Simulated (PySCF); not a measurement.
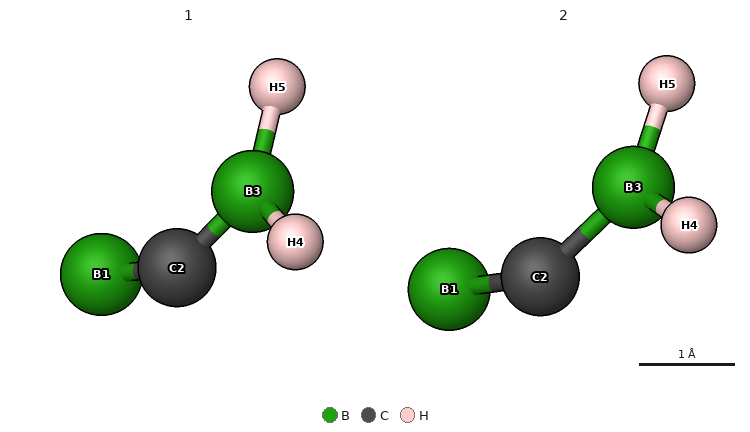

Two geometries of CH2B2, drawn at one scale. One is the start of a relaxation, the other its converged end. The picture is a ball-and-stick view, seen from a free direction.

These are results of RKS PBE-D4/def2-SVP, density fitting (PySCF), not measurements. 

Q: Which geometry has the lower energy?

A: Structure 2 is the relaxed one. It is one of the separated reactants of a reaction. The largest move after the best rigid fit is that of B1, 0.40 Å. Largest moves by element: B 0.40 Å, H 0.28 Å, C 0.17 Å. Near-neighbour distances that change, for instance: B1–B3 2.222 → 2.708 Å, C2–B3 1.187 → 1.440 Å, B1–C2 1.219 → 1.449 Å, B3–H4 1.186 → 1.241 Å. Bond angles that change, for instance: H4–B3–H5 131.5° → 115.5°, C2–B3–H4 101.3° → 112.5°, C2–B3–H5 127.3° → 132.0°. After 19 geometry steps the energy has fallen by 358.1 kJ/mol.
